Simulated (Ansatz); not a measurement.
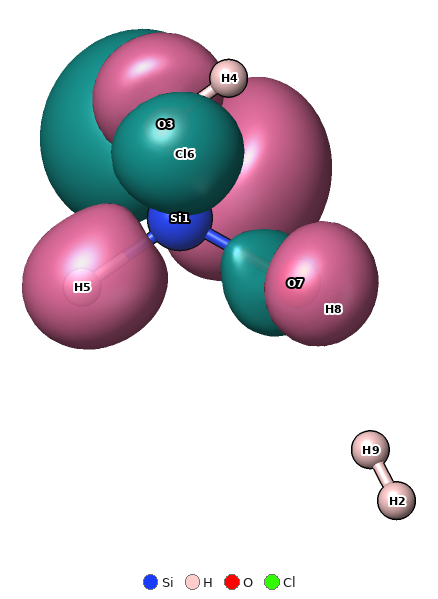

Figure. ClH₃O₂Si···H₂. The HOMO at ±0.08 Å⁻³ᐟ² (teal and pink are the two phases), seen at an oblique angle.

The calculation used RKS PBE0/6-31G* (Ansatz).

The calculation's input:

```
crystal:
  periodic: [false, false, false]
  atoms:
    - { symbol: Si, position_ang: [-0.376857, -0.248532, -0.421151] }
    - { symbol: H, position_ang: [-0.020716, 0.98086, 1.92047] }
    - { symbol: O, position_ang: [1.199587, -0.587746, -0.137037] }
    - { symbol: H, position_ang: [1.420393, -1.51657, 0.005232] }
    - { symbol: H, position_ang: [-0.478278, 1.213326, -0.509763] }
    - { symbol: Cl, position_ang: [-0.959522, -1.047124, -2.248633] }
    - { symbol: O, position_ang: [-1.392158, -0.934062, 0.706468] }
    - { symbol: H, position_ang: [-2.117886, -1.448803, 0.332328] }
    - { symbol: H, position_ang: [-0.565363, 0.569551, 2.110987] }
basis:
  gaussian: { orbitals: "6-31G*" }
hamiltonian:
  xc: pbe0
relax:
  f_tol: 0.03
  max_steps: 50
output:
  orbitals: {}
```

Launched as:

```sh
ansatz run input.yaml --threads 1 --pin off --max-ram 2048MiB --backend cpu --events-out ev --progress --plain --runs-dir out
```

The fields are those of the run's last geometry, not of the input's.

Describe this orbital and give its energy.

Its weight (Hirshfeld) is mainly on Cl6 (about 65 %), O3 (about 15 %) and O7 (about 10 %). Its energy is −9.16 eV.
